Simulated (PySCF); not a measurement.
SMILES s1cc(-c2ncccc2)cc1 at its GFN2-xTB optimised geometry (Å):

```
18

C      1.1888    -3.0616     0.0000
C     -0.1981    -3.0616     0.0000
C     -0.8699    -1.8539     0.0000
C     -0.1287    -0.6682     0.0000
C     -0.7530     0.6500     0.0000
C      0.0120     1.8533    -0.0001
C     -0.7550     2.9653    -0.0001
S     -2.4377     2.5899     0.0003
C     -2.0954     0.9111    -0.0001
N      1.2047    -0.6781     0.0000
C      1.8352    -1.8347     0.0000
H      1.7494    -3.9833     0.0000
H     -0.7478    -3.9924     0.0000
H     -1.9479    -1.8276     0.0000
H      1.0855     1.8458    -0.0001
H     -0.4491     3.9924    -0.0001
H     -2.9163     0.2224     0.0000
H      2.9163    -1.7722     0.0000
```

Calculation: CAM-B3LYP/def2-SVP run with PySCF. Cells within 0.4 Å of a nucleus heavier than hydrogen are left out (blank, or x).

Map of the deformation density (molecule minus spherical neutral atoms) (e/bohr³) on the plane z = 0.0 Å:

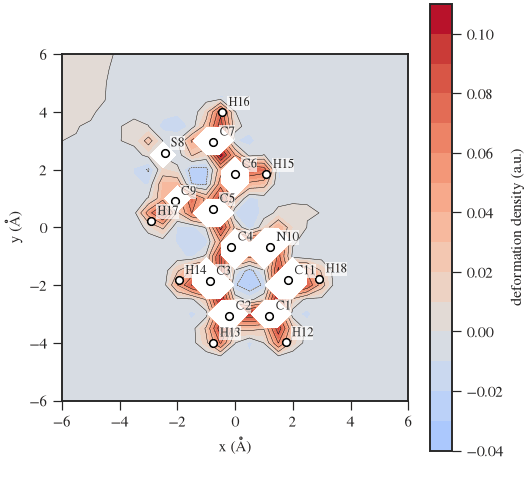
Fig. 1. Deformation density (molecule minus spherical neutral atoms) (e/bohr³) on the plane z = 0.0 Å.
